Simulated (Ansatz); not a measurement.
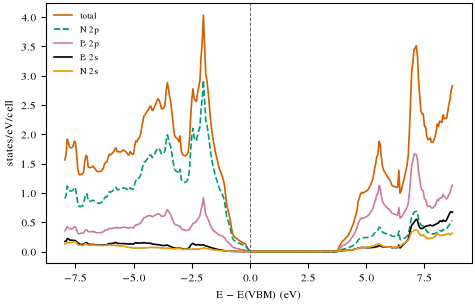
Fig. 1. Total and projected density of states of BN in space group P6_222 (No. 180; B on 3d, N on 3c), plane-wave PAW PBE+D3(BJ) (Ansatz code)

Problem. Which orbitals carry the states next to the gap?

Solution. Top 1 eV of the valence band: N 2p 75 %, B 2p 23 %. Bottom 1 eV of the conduction band: B 2p 57 %, N 2p 22 %, B 2s 7 %, N 2s 7 %, outside the projected shells 7 %. Projections are on Löwdin-orthogonalised atomic valence shells; empty p or d shells of many metals are not among them.

Problem. Where is the tallest occupied peak in this window, and what makes it?

Solution. Near -2.0 eV, about 4.0 states/eV per cell; the largest projected share is N 2p.

The start of the workflow was typed in or built on a structure type; neither database checked (COD, Materials Project) lists it. It is not the phase usual at ambient conditions (space group No. 186, 194, 216). The cell was relaxed with PBE+D3(BJ) under the symmetry of its start; its stability against distortions is not shown here.

Potentials: the later of the program's two PAW sets.
